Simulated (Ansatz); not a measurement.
# BNH₄ (triplet): the correlation ladder at distance B1–H4 along a hydrogen transfer = 1.194 Å, cc-pVDZ

Aim: climb from Hartree-Fock through coupled cluster and multireference methods for BNH₄ (triplet) at one geometry and basis, and see what each rung misses.

The runs use Ansatz 0.2.0, Gaussian basis; cc-pVDZ, core rule «outside noble gas», up to 2 orbitals frozen.

Plan: UHF; CCSD(T) on ROHF; CCSD(T) on UHF; BCCD(T) on ROHF; CISD; CCSDT(Q) on ROHF; CCSDT(Q) on UHF; CASSCF and MRCISD+Q, 4 electrons in 4 orbitals; CASSCF and NEVPT2, 4 electrons in 4 orbitals.

7 further runs of the same task are left out: 1 for a mislabelled method, 5 that didn't finish, 1 set aside as unsound or not needed.

**1. The geometry**

The geometry derives from fragments relaxed apart (PBE0/def2-TZVP) and kept rigid, so it is no stationary point. A hydrogen atom is moved between rigid fragments.

6 atoms, charge 0, spin multiplicity 3.

Atoms are counted from 1 here; the program's logs count them from 0.

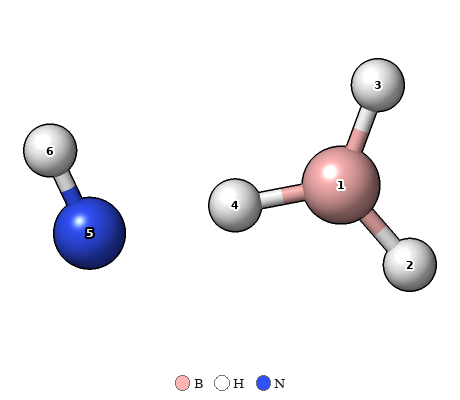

The geometry (boron pink, hydrogen white, nitrogen blue); atoms are numbered from 1 in the order of the file.

**2. UHF**

in.yaml

```yaml
crystal:
  periodic: [false, false, false]
  atoms:
    - {symbol: B, position_ang: [-1.486432, 0.035086, 0.000000]}
    - {symbol: H, position_ang: [-2.083165, 1.068657, 0.000000]}
    - {symbol: H, position_ang: [-2.083166, -0.998486, 0.000000]}
    - {symbol: H, position_ang: [-0.292967, 0.035086, 0.000000]}
    - {symbol: N, position_ang: [1.351568, 0.035086, 0.000000]}
    - {symbol: H, position_ang: [1.620650, -0.969141, 0.000000]}
basis:
  gaussian: {orbitals: cc-pVDZ}
magnetization: {spin_polarized: true, initial_magnetization: 2}
hamiltonian: {xc: hf}
output: {orbitals: {seedname: orbitals}}
```

The run is started by

```bash
$ ansatz run in.yaml --threads 1 --pin off --events-out ev --progress --plain --max-ram 2393MiB
```

Further steps of the session: CCSD(T) on ROHF; CCSD(T) on UHF; BCCD(T) on ROHF; CISD; CCSDT(Q) on ROHF; CCSDT(Q) on UHF; CASSCF and MRCISD+Q, 4 electrons in 4 orbitals; CASSCF and NEVPT2, 4 electrons in 4 orbitals.

**Question.** What will the summary of the whole plan be? Wanted: UCCSDT(Q) below the RHF energy; RMP2 from UCCSDT(Q); UMP2 from UCCSDT(Q); RCCSD from UCCSDT(Q); RCCSD(T) from UCCSDT(Q); UCCSD(T) from UCCSDT(Q); RCCSDT(Q) from UCCSDT(Q); NEVPT2 pair from UCCSDT(Q); MRCISD+Q pair from UCCSDT(Q).

**Answer**, as computed:

| quantity | value |
| --- | --- |
| UCCSDT(Q) below the RHF energy | -7.0784 eV |
| RMP2 from UCCSDT(Q) | +127.5 kJ/mol |
| UMP2 from UCCSDT(Q) | +127.2 kJ/mol |
| RCCSD from UCCSDT(Q) | +13.3 kJ/mol |
| RCCSD(T) from UCCSDT(Q) | +2.7 kJ/mol |
| UCCSD(T) from UCCSDT(Q) | +2.6 kJ/mol |
| RCCSDT(Q) from UCCSDT(Q) | +0.1 kJ/mol |
| NEVPT2 pair from UCCSDT(Q) | +120.7 kJ/mol |
| MRCISD+Q pair from UCCSDT(Q) | +1.9 kJ/mol |
| levels within 1 kcal/mol (43 meV) | RCCSD(T), UCCSD(T), BCCD(T), RCCSDT, UCCSDT, RCCSDT(Q), MRCISD+Q pair |
| T1 diagnostic | 0.018 |

**Reading.** RCCSD(T) lands +2.7 kJ/mol from the yardstick (0.4 % of the correlation energy). Of the multireference levels listed MRCISD+Q pair comes nearest in total energy (+1.9 kJ/mol), which doesn't show that its space is the better one. These misses are within one basis, not against nature; the frozen cores of restricted and unrestricted runs differ, which can shift their rows.
